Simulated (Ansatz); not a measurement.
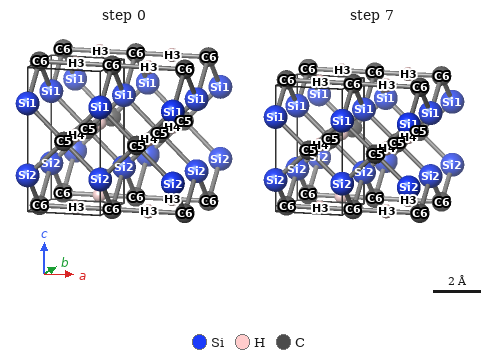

The structure of crystalline SiHC (a generated structure, set up in P4_2/mmc) (coarse preliminary run) before (left) and after (right) a relaxation, at one scale.

Style: ball-and-stick. Shown: the cell of the calculation, repeated 2 × 2 × 1 with one cell outlined, slightly off an axis.

Theory: DFT PBE, scalar-relativistic, plane waves, PAW (Ansatz). (plane-wave cutoff 420 eV; k-point mesh 6 × 6 × 4; occupations gaussian; smearing width 0.1 eV; no spin polarisation; cell and atoms relaxed; force threshold 0.04 eV/Å; at most 70 steps)

Q: Summarise the run.

A: No atom moves by more than 0.005 Å relative to the cell. The volume changes by −26.5 %, with a = b 3.261 → 2.990 Å (−8.3 %), c 6.235 → 5.452 Å (−12.6 %). Among the contacts that change: Si1–Si2 3.117 → 2.726 Å, Si1–C5 2.256 → 2.023 Å, H3–C6 1.630 → 1.495 Å. Bond angles that change, for instance: C5–Si2–C5 92.6° → 95.3°, Si1–C6–Si1 92.6° → 95.3°, Si1–C6–Si2 87.4° → 84.7°. The space group stays P4_2/mmc (No. 131). After 5 accepted moves (7 points after the start) the energy has fallen by 1.803 eV per cell of the calculation. All forces vanish by symmetry, so only the cell relaxes. Pressure: −23.88 GPa at the start and 0.01 GPa at the end. At 2 points the geometry stayed and the basis and grid were re-selected for the new cell (energy shift of 9.7 meV per cell of the calculation at most each time). Cost: 25 s on 1 thread of Intel(R) Xeon(R) Processor @ 2.70GHz, with other jobs on the host, peak memory 0.36 GiB.
